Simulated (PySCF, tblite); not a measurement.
# C5H8ClF3Si: geometry, infrared bands and NMR shifts

Wanted: the infrared bands and NMR shifts of C5H8ClF3Si (`C/C=C(/CCl)[SiH2]C(F)(F)F`), by calculation.

Programs: tblite 0.8.0 and PySCF 2.14.0, with density-fitted response routines of our own. Each step states its level of theory. These are calculated values for one molecule in the gas phase, unless marked as measured. Atoms are numbered from 0 throughout.

## (1) Starting geometry

18 atoms, charge 0, multiplicity 1; geometry from: force field or distance geometry start.

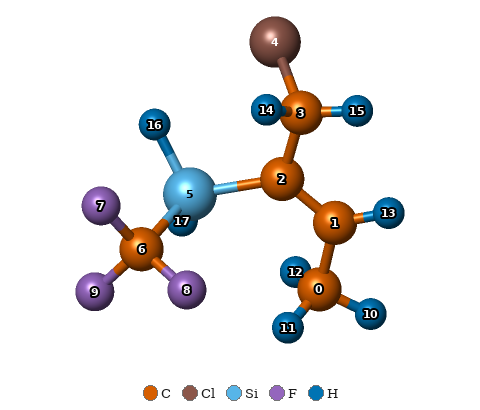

The starting geometry (carbon orange, chlorine brown, silicon blue, fluorine purple, hydrogen blue), atoms numbered; sticks join atoms by distance.

## (2) Relaxing the molecule with GFN2-xTB

Job settings and geometry (Å):

```
{"job": {"kind": "relax", "xc": "GFN2-xTB", "basis": "xTB"}, "charge": 0, "multiplicity": 1}
C     -1.639700    -1.480800     0.142100
C     -1.544300    -0.111500    -0.455100
C     -0.484200     0.635300    -0.173500
C     -0.442800     2.006900    -0.807700
Cl    -0.383800     3.130100     0.605500
Si     0.892400     0.100600     0.917800
C      2.201600    -0.858000    -0.038900
F      3.281100    -0.021400    -0.370900
F      1.677900    -1.432800    -1.157200
F      2.683900    -1.835800     0.816800
H     -2.635000    -1.866400    -0.118100
H     -0.906300    -2.189200    -0.232100
H     -1.607700    -1.330300     1.245900
H     -2.341600     0.216100    -1.094400
H      0.508100     2.103600    -1.321700
H     -1.316300     2.183600    -1.424900
H      1.591500     1.338900     1.331300
H      0.456400    -0.582600     2.123400
```

The run is started by

```sh
OMP_NUM_THREADS=1 python probes_run.py task.json out
```

This one command runs all jobs of the session in turn.

Log:

```text
step      E/eV     max force
  0    -958.34197    2.297
  1    -958.59723    1.182
  2    -958.72107    1.030
  3    -958.79719    0.777
  4    -958.83841    0.440
  5    -958.85547    0.398
  6    -958.87474    0.381
  7    -958.88499    0.262
  8    -958.89140    0.153
  9    -958.89608    0.165
 10    -958.90084    0.228
 11    -958.90533    0.218
 12    -958.90847    0.148
 13    -958.91037    0.128
 14    -958.91208    0.143
 15    -958.91401    0.181
 16    -958.91597    0.157
 17    -958.91777    0.097
 18    -958.91937    0.104
 19    -958.92067    0.091
 20    -958.92164    0.073
 21    -958.92238    0.065
 22    -958.92308    0.062
 23    -958.92388    0.080
 24    -958.92466    0.071
 25    -958.92522    0.056
 26    -958.92557    0.038
 27    -958.92588    0.044
 28    -958.92625    0.060
 29    -958.92672    0.080
 30    -958.92723    0.074
 31    -958.92770    0.045
 32    -958.92815    0.053
 33    -958.92864    0.052
 34    -958.92916    0.070
 35    -958.92969    0.058
 36    -958.93018    0.060
 37    -958.93064    0.055
 38    -958.93116    0.062
 39    -958.93175    0.071
 40    -958.93235    0.057
 41    -958.93296    0.067
 42    -958.93364    0.067
 43    -958.93452    0.083
 44    -958.93550    0.078
 45    -958.93625    0.053
 46    -958.93661    0.033
 47    -958.93678    0.028
 48    -958.93694    0.030
 49    -958.93720    0.040
 50    -958.93757    0.057
 51    -958.93799    0.064
 52    -958.93837    0.058
 53    -958.93870    0.050
 54    -958.93904    0.043
 55    -958.93943    0.066
 56    -958.93991    0.074
 57    -958.94050    0.069
 58    -958.94113    0.061
 59    -958.94185    0.071
 60    -958.94279    0.084
 61    -958.94372    0.081
 62    -958.94455    0.094
 63    -958.94519    0.080
 64    -958.94566    0.086
 65    -958.94625    0.074
 66    -958.94675    0.049
 67    -958.94711    0.058
 68    -958.94766    0.069
 69    -958.94857    0.100
 70    -958.94972    0.108
 71    -958.95075    0.078
 72    -958.95099    0.166
 73    -958.95230    0.110
 74    -958.95322    0.105
 75    -958.95950    0.144
 76    -958.96191    0.112
 77    -958.96510    0.217
 78    -958.96472    0.264
 79    -958.96945    0.105
 80    -958.97125    0.107
 81    -958.97406    0.144
 82    -958.97552    0.158
 83    -958.97702    0.099
 84    -958.97798    0.096
 85    -958.97889    0.077
 86    -958.97796    0.197
 87    -958.98033    0.076
 88    -958.98091    0.072
 89    -958.98226    0.098
 90    -958.98323    0.099
 91    -958.98478    0.088
 92    -958.98626    0.067
 93    -958.98731    0.068
 94    -958.98775    0.060
 95    -958.98802    0.081
 96    -958.98862    0.053
 97    -958.98941    0.048
 98    -958.99048    0.071
 99    -958.99133    0.077
100    -958.99202    0.076
101    -958.99255    0.063
102    -958.99309    0.045
103    -958.99372    0.052
104    -958.99422    0.094
105    -958.99476    0.073
106    -958.99510    0.039
107    -958.99541    0.030
108    -958.99552    0.034
109    -958.99579    0.048
110    -958.99605    0.046
111    -958.99628    0.042
112    -958.99646    0.029
113    -958.99663    0.035
114    -958.99682    0.043
115    -958.99700    0.041
116    -958.99714    0.022
117    -958.99722    0.024
118    -958.99728    0.023
119    -958.99736    0.022
120    -958.99742    0.017
121    -958.99745    0.012
122    -958.99747    0.013
123    -958.99749    0.012
124    -958.99753    0.016
125    -958.99758    0.016
126    -958.99764    0.016
127    -958.99770    0.019
128    -958.99778    0.022
129    -958.99789    0.025
130    -958.99802    0.029
131    -958.99811    0.021
132    -958.99816    0.014
133    -958.99819    0.013
134    -958.99822    0.015
135    -958.99825    0.015
136    -958.99829    0.013
137    -958.99832    0.015
138    -958.99836    0.013
139    -958.99839    0.014
140    -958.99843    0.015
141    -958.99845    0.011
142    -958.99848    0.012
143    -958.99849    0.008
```

Run time: 2.4 s. Hardware: 1 thread of Arm Neoverse N1, shared host.

Relaxation path: (not every step is listed)

| step | energy from step 0 (eV) | largest force (eV/Å) |
| --- | --- | --- |
| 0 | 0.0000 | 2.2966 |
| 1 | -0.2553 | 1.1817 |
| 2 | -0.3791 | 1.0302 |
| 3 | -0.4552 | 0.7768 |
| 4 | -0.4964 | 0.4401 |
| 5 | -0.5135 | 0.3984 |
| 6 | -0.5328 | 0.3806 |
| 7 | -0.5430 | 0.2623 |
| 8 | -0.5494 | 0.1534 |
| 21 | -0.5804 | 0.0648 |
| 34 | -0.5872 | 0.0699 |
| 47 | -0.5948 | 0.0280 |
| 60 | -0.6008 | 0.0842 |
| 73 | -0.6103 | 0.1101 |
| 86 | -0.6360 | 0.1974 |
| 99 | -0.6494 | 0.0773 |
| 112 | -0.6545 | 0.0292 |
| 125 | -0.6556 | 0.0158 |
| 138 | -0.6564 | 0.0130 |
| 139 | -0.6564 | 0.0139 |
| 140 | -0.6565 | 0.0147 |
| 141 | -0.6565 | 0.0115 |
| 142 | -0.6565 | 0.0121 |
| 143 | -0.6565 | 0.0082 |

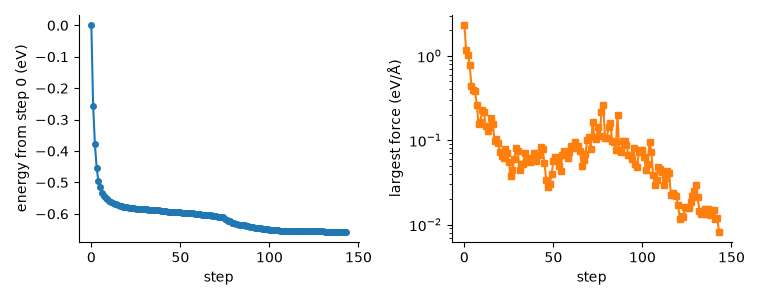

Energy and largest force along the relaxation.

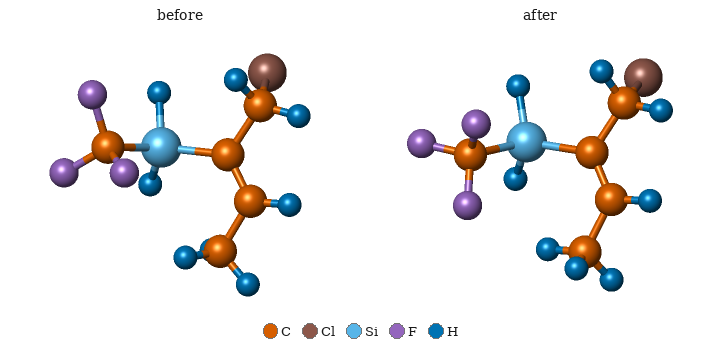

Before and after, at one scale.

Close pairs (by a distance rule), those that changed most:

| bond | before (Å) | after (Å) | change (Å) |
| --- | --- | --- | --- |
| Si5–C6 | 1.884 | 1.956 | +0.072 |
| C6–F7 | 1.406 | 1.350 | -0.055 |
| C2–Si5 | 1.836 | 1.889 | +0.052 |
| C6–F9 | 1.386 | 1.348 | -0.038 |
| C0–H12 | 1.114 | 1.087 | -0.028 |
| Si5–H16 | 1.481 | 1.460 | -0.021 |
| C2–C3 | 1.512 | 1.497 | -0.015 |
| C6–F8 | 1.362 | 1.349 | -0.013 |

The end geometry stands in the next job.

## (3) Vibrational analysis with GFN2-xTB

Job settings and geometry (Å):

```
{"job": {"kind": "ir", "xc": "GFN2-xTB", "basis": "xTB"}, "charge": 0, "multiplicity": 1}
C     -1.624631    -1.528946    -0.111693
C     -1.439752    -0.120713    -0.545518
C     -0.457169     0.700823    -0.173502
C     -0.428016     2.107260    -0.685326
Cl    -0.720559     3.229060     0.683414
Si     0.908136     0.283086     1.062693
C      2.100706    -0.984060     0.170240
F      2.560715    -0.503045    -1.004574
F      1.539311    -2.177178    -0.112940
F      3.191539    -1.257964     0.913494
H     -2.630064    -1.661594     0.286717
H     -1.523101    -2.193866    -0.969251
H     -0.899158    -1.822643     0.641913
H     -2.187200     0.236808    -1.246641
H      0.545864     2.375228    -1.094849
H     -1.208802     2.296627    -1.421824
H      1.787655     1.421784     1.312922
H      0.475769    -0.394350     2.283065
```

Log:

```text
mode    cm-1     km/mol
  1      14.0      0.68
  2      37.4      2.32
  3      51.4      3.18
  4      66.8      2.43
  5     115.0      2.58
  6     155.5      1.27
  7     171.0      0.46
  8     203.0      0.14
  9     234.8      2.58
 10     256.1      2.00
 11     312.1      2.68
 12     374.4     41.51
 13     424.0     34.91
 14     449.7     22.41
 15     459.4      7.22
 16     502.1     62.81
 17     538.1     32.65
 18     585.0     22.53
 19     614.3      5.10
 20     654.8      7.56
 21     706.3      5.02
 22     724.9    288.09
 23     754.9    157.29
 24     846.9     20.16
 25     901.7      7.16
 26     988.2      7.52
 27    1021.0     59.26
 28    1022.0    194.93
 29    1028.3    132.71
 30    1104.1      0.39
 31    1121.5     28.33
 32    1137.3     92.73
 33    1168.1      5.61
 34    1216.9     19.98
 35    1314.0      1.03
 36    1396.2     18.26
 37    1436.3      4.34
 38    1458.7      6.76
 39    1465.6     16.98
 40    1678.7     69.93
 41    2297.9    247.83
 42    2312.3    179.53
 43    2973.9      2.16
 44    2980.0      7.35
 45    3003.5      8.99
 46    3016.4     13.31
 47    3020.0     24.12
 48    3051.7     37.64
```

It took 1.6 s on 1 thread of Arm Neoverse N1, shared host.

Which atoms move in the most intense modes:

| cm⁻¹ | km/mol | atoms |
| --- | --- | --- |
| 725 | 288.1 | H16 46 %, H17 26 %, Si5 18 % |
| 755 | 157.3 | H17 47 %, H16 44 % |
| 1022 | 194.9 | C6 71 %, F7 19 % |
| 1028 | 132.7 | C6 47 % |
| 1137 | 92.7 | C6 69 % |
| 1679 | 69.9 | C1 50 %, C2 45 % |
| 2298 | 247.8 | H17 95 % |
| 2312 | 179.5 | H16 96 % |

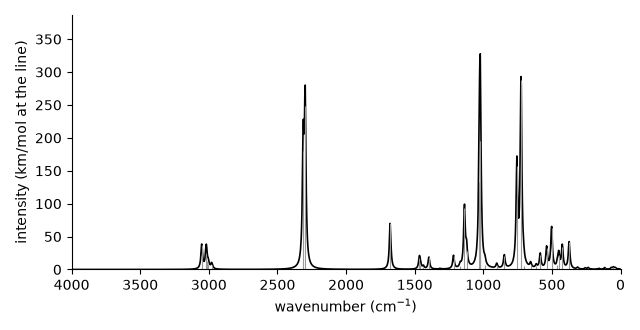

The infrared spectrum from these modes, unscaled. Lines are broadened to a width of 14 cm⁻¹ (Lorentzian).

## (4) Nuclear shieldings: PBE0/pcSseg-1

The job, as its differences from that of step 3:

```diff
@@ -1,2 +1,2 @@
-{"job": {"kind": "ir", "xc": "GFN2-xTB", "basis": "xTB"}, "charge": 0, "multiplicity": 1}
+{"job": {"kind": "nmr", "xc": "PBE0", "basis": "pcSseg-1"}, "charge": 0, "multiplicity": 1}
 C     -1.624631    -1.528946    -0.111693
```

Method: GIAO PBE0/pcSseg-1 NMR shielding, non-relativistic, gas phase.

Log:

```text
coarse grid: 16896 points
cycle   1  E = -1243.4763495454  dE =  1.204e+00  |g| = 8.758e-01  |ddm| = 3.805e+00
cycle   2  E = -1243.3475892705  dE =  1.288e-01  |g| = 1.290e+00  |ddm| = 1.162e+00
cycle   3  E = -1243.6131996056  dE = -2.656e-01  |g| = 6.857e-02  |ddm| = 6.654e-01
cycle   4  E = -1243.6138751898  dE = -6.756e-04  |g| = 4.194e-02  |ddm| = 9.327e-02
cycle   5  E = -1243.6142328642  dE = -3.577e-04  |g| = 1.414e-02  |ddm| = 4.076e-02
cycle   6  E = -1243.6142779688  dE = -4.510e-05  |g| = 4.167e-03  |ddm| = 1.491e-02
cycle   7  E = -1243.6142821252  dE = -4.156e-06  |g| = 9.341e-04  |ddm| = 4.284e-03
final grid: 157504 points
cycle   8  E = -1243.6918185766  dE = -5.920e-05  |g| = 8.553e-03  |ddm| = 3.164e-02
cycle   9  E = -1243.6918118102  dE =  6.766e-06  |g| = 1.035e-02  |ddm| = 1.450e-02
cycle  10  E = -1243.6918348034  dE = -2.299e-05  |g| = 1.092e-03  |ddm| = 8.105e-03
cycle  11  E = -1243.6918349849  dE = -1.814e-07  |g| = 2.865e-04  |ddm| = 1.071e-03
cycle  12  E = -1243.6918349992  dE = -1.431e-08  |g| = 7.865e-05  |ddm| = 2.292e-04
cycle  13  E = -1243.6918350003  dE = -1.090e-09  |g| = 2.781e-05  |ddm| = 8.686e-05
cycle  14  E = -1243.6918350004  dE = -1.514e-10  |g| = 8.088e-06  |ddm| = 2.691e-05
converged SCF energy = -1243.6918350004

GIAO shielding tensors (ppm)
atom      isotropic    diamagn.    paramagn.     s11        s22        s33       span
  0 C      163.285     250.048     -86.763    149.716    159.516    180.622     30.906
  1 C       30.529     254.949    -224.420    -85.252     33.304    143.536    228.789
  2 C       51.489     262.280    -210.791    -50.646     53.757    151.356    202.002
  3 C      129.089     244.824    -115.735    104.766    134.236    148.266     43.501
  4 Cl     804.660    1145.667    -341.007    584.704    759.031   1070.244    485.540
  5 Si     403.717     880.663    -476.947    383.759    403.844    423.547     39.787
  6 C       46.686     250.849    -204.163     41.694     43.825     54.540     12.847
  7 F      242.857     475.595    -232.738    141.551    252.165    334.854    193.303
  8 F      242.011     476.560    -234.549    149.190    251.655    325.188    175.998
  9 F      240.436     470.886    -230.450    139.854    253.257    328.196    188.342
 10 H       29.659      28.501       1.159     25.740     27.118     36.119     10.379
 11 H       29.507      29.623      -0.116     26.217     26.992     35.311      9.094
 12 H       29.536      32.402      -2.867     25.594     30.187     32.827      7.233
 13 H       24.821      32.554      -7.733     22.474     23.321     28.670      6.196
 14 H       27.248      28.904      -1.657     22.828     26.816     32.100      9.272
 15 H       27.601      29.502      -1.901     22.362     27.351     33.091     10.729
 16 H       27.060      28.448      -1.388     22.733     27.759     30.686      7.953
 17 H       26.978      28.938      -1.961     24.397     25.074     31.462      7.065
```

It took 1.8 min on 1 thread of Arm Neoverse N1, shared host; peak memory 1.1 GiB.

Shifts follow as δ = σ(reference) − σ, with reference shieldings (ppm) from runs at the same level and on the same kind of geometry: 1H TMS 31.72, 13C TMS 186.9, 29Si TMS 349.2, 19F CFCl3 170.9, 35Cl HCl 950. The references are single molecules in the gas phase, so shifts against H2O, NH3, PH3, H3PO4 or CFCl3 are not on the usual liquid scales and can be off by tens of ppm. Atoms listed in one row are averaged.

| atoms | environment | σ (ppm) | δ (ppm) | δ scaled to CDCl3 |
| --- | --- | --- | --- | --- |
| C1 | alkene CH | 30.5 | 156.4 | 150.7 |
| C6 | CF3 carbon | 46.7 | 140.2 | 135.0 |
| C2 | fully substituted alkene carbon | 51.5 | 135.4 | 130.3 |
| C3 | allylic sp3 CH2 bonded to Cl | 129.1 | 57.8 | 54.5 |
| C0 | allylic methyl carbon | 163.3 | 23.6 | 21.2 |
| H13 | hydrogen on an alkene CH | 24.82 | 6.90 | 6.61 |
| H16, H17 | hydrogen on a silicon bonded to 2 C | 27.02 | 4.70 | – |
| H14, H15 | hydrogen on an allylic sp3 CH2 bonded to Cl | 27.42 | 4.29 | 4.15 |
| H10, H11, H12 | hydrogen on an allylic methyl carbon | 29.57 | 2.15 | 2.13 |
| Cl4 | chlorine bonded to C | 805 | 145 | – |
| Si5 | silicon bonded to 2 C, 2 H | 403.7 | -54.6 | – |
| F7, F8, F9 | fluorine of a CF3 group | 241.8 | -70.8 | – |

The scaled column applies a straight-line fit of computed shieldings to shifts measured in CDCl3, with any fitted terms for Cl, Br or S neighbours, and one for carbons that bear F (root-mean-square error 0.16 ppm for H, 1.9 ppm for C).

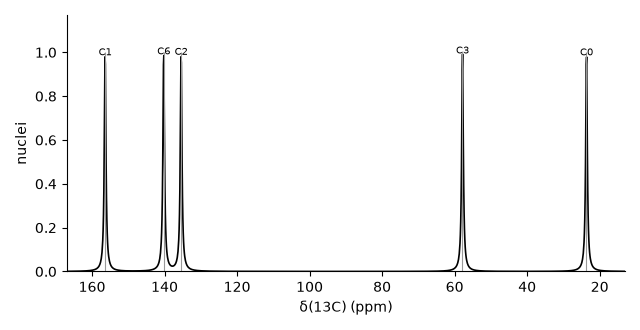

13C lines at the computed shifts, without couplings. Lines are broadened to a width of 0.53 ppm (Lorentzian).

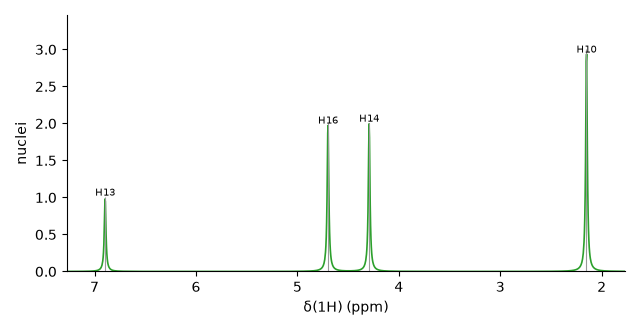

1H lines at the computed shifts, without couplings. Lines are broadened to a width of 0.02 ppm (Lorentzian).

Charges from the same density, by scheme (e):

| atoms | Mulliken | IAO | Hirshfeld | ESP fit |
| --- | --- | --- | --- | --- |
| C0 | -0.23 | -0.42 | -0.11 | -0.40 |
| C1 | -0.11 | -0.09 | -0.01 | 0.05 |
| C2 | -0.50 | -0.30 | -0.11 | -0.06 |
| C3 | -0.13 | -0.23 | -0.03 | -0.59 |
| Cl4 | -0.16 | -0.11 | -0.07 | -0.08 |
| Si5 | 0.64 | 0.70 | 0.31 | 0.25 |
| C6 | 0.53 | 0.55 | 0.16 | 0.34 |
| F7, F8, F9 | -0.28 | -0.29 | -0.11 | -0.17 |

IAO charges:

C0 -0.42; C1 -0.09; C2 -0.30; C3 -0.23; Cl4 -0.11; Si5 0.70; C6 0.55; F7 -0.29; F8 -0.29; F9 -0.29; H10 0.16; H11 0.17; H12 0.15; H13 0.14; H14 0.17; H15 0.16; H16 -0.09; H17 -0.10

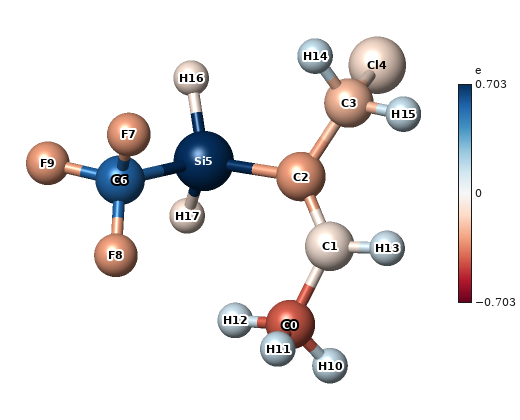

IAO charges, as colours on the atoms.

Mayer bond orders: C0–C1 1.09, C1–C2 1.85, C2–C3 1.04, C3–Cl4 0.96, C2–Si5 0.84, Si5–C6 0.79, C6–F7 0.95, C6–F8 0.96, C6–F9 0.97.

The fields below are evaluated on a grid from the run's orbitals.

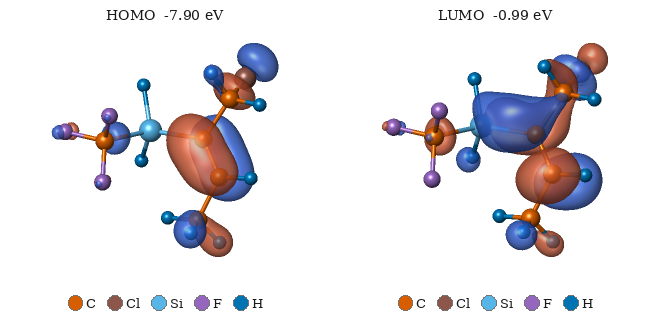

Frontier orbitals at PBE0/pcSseg-1; each surface holds 70 % of the orbital's density, blue and red mark the sign.

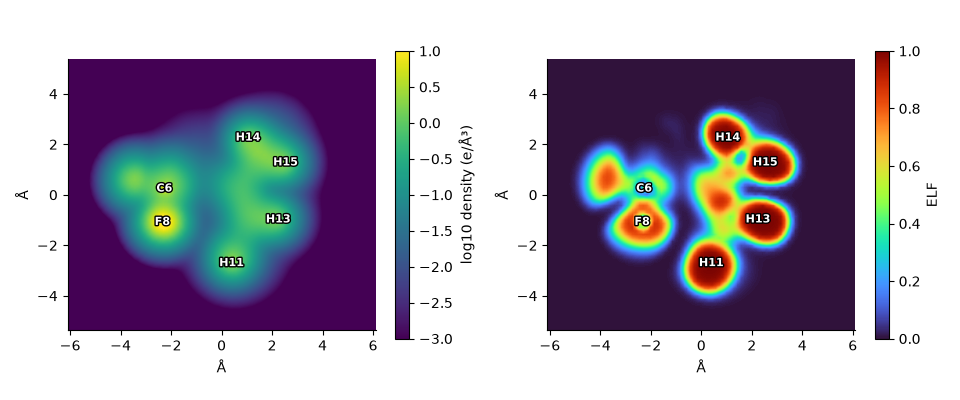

Density (left) and ELF (right) in a plane through or near 6 of the atoms.

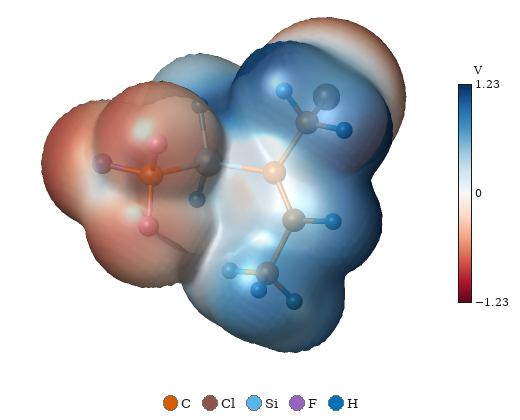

Electrostatic potential on the surface of density 0.002 e/bohr³; red is low, blue high. It runs from -0.71 V near F9 to 1.23 V near H15.

## (5) What came out

```
                                                                 quantity                                value
                                strongest single infrared mode (GFN2-xTB)                 725 cm⁻¹, 288 km/mol
                                             zero-point energy (GFN2-xTB)                        73.4 kcal/mol
                                   13C shifts against TMS (PBE0/pcSseg-1)  156.4, 140.2, 135.4, 57.8, 23.6 ppm
   1H shifts against TMS (PBE0/pcSseg-1, means over atoms taken as alike)           6.90, 4.70, 4.29, 2.15 ppm
                                  35Cl shifts against HCl (PBE0/pcSseg-1)                              145 ppm
                                  29Si shifts against TMS (PBE0/pcSseg-1)                            -54.6 ppm
19F shifts against CFCl3 (PBE0/pcSseg-1, means over atoms taken as alike)                            -70.8 ppm
                                    surface potential, least and greatest                   -0.71 V and 1.23 V
```

**Reading.** Relaxing lowered the energy by 0.657 eV in 143 steps; the close pair that moved most is Si5–C6, from 1.884 to 1.956 Å. No mode is imaginary among the 48: a minimum at this level. The strongest single mode, at 725 cm⁻¹, moves mainly H16 and H17. Unscaled tight-binding wavenumbers are off by several per cent, some by more. Its intensities can rank the bands wrongly. The most deshielded hydrogen is H13 (hydrogen on an alkene CH), at 6.90 ppm: attached to an sp2 carbon and in the plane of the double bond. At PBE0/pcSseg-1: Shielding is most anisotropic at Cl4 (span 486 ppm, paramagnetic term -341 ppm). By nearest atom (PBE0/pcSseg-1), the HOMO sits on C1, C2 about 31 % each; Cl4 12 % and the LUMO on C1 31 %; C2 23 %.
